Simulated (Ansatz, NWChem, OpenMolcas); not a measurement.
# Errors in the dipole moment

6 molecules with halogens; the dipole moment in D, computed less measured. Shapes, held fixed at every level: PBE0-D4/def2-TZVP. No vibrational averaging. Dipoles are compared by magnitude; molecules under 1 D, whose direction can flip, are left out. Programs: Ansatz 0.2.0, NWChem 7.3.0, OpenMolcas 26.06. Measured values: NIST CCCBDB.

Levels: A = r2SCAN-D4/def2-TZVPP; B = B3LYP/STO-3G; C = B3LYP/6-31G* (Cartesian functions); D = wB97M-V/def2-TZVPP.

```tsv
molecule	measured	A	B	C	D
CHFO (formyl fluoride)	2.02	+0.02	-0.70	-0.05	+0.09
PF3 (phosphorus trifluoride)	1.03	-0.18	-0.33	-0.05	+0.04
CH3Cl (chloromethane)	1.87	+0.05	+0.17	+0.14	+0.01
CH3F (fluoromethane)	1.85	-0.12	-0.95	-0.16	-0.07
SiH3Cl (chlorosilane)	1.31	-0.09	+1.20	+0.37	-0.07
SO2F2 (sulfuryl fluoride)	1.12	+0.02	+0.04	+0.06	+0.04
```

Task: Which level does best on this set, which worst, and which err to one side?

Result: 
| level | kind | mean error | mean absolute error | worst case |
| --- | --- | --- | --- | --- |
| r2SCAN-D4/def2-TZVPP | meta-GGA | -0.050 | 0.080 | PF3 |
| B3LYP/STO-3G | global hybrid | -0.095 | 0.565 | SiH3Cl |
| B3LYP/6-31G* (Cartesian functions) | global hybrid | +0.052 | 0.138 | SiH3Cl |
| wB97M-V/def2-TZVPP | range-separated hybrid | +0.007 | 0.053 | CHFO |

On this set wB97M-V/def2-TZVPP has the smallest mean absolute error and B3LYP/STO-3G the largest. wB97M-V/def2-TZVPP is too high in 4 of 6. The levels differ in basis as well as in method. The smallest two are near a tie. The set is small.

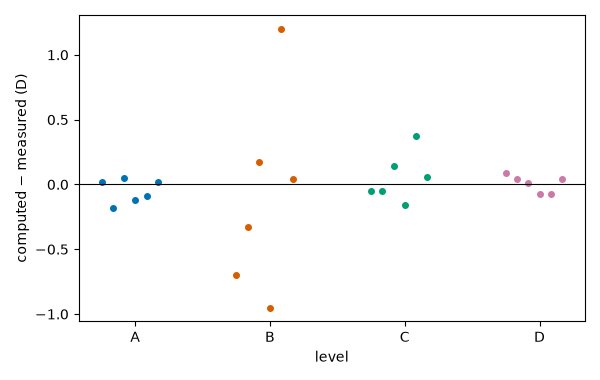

Errors of each level, one point a molecule.
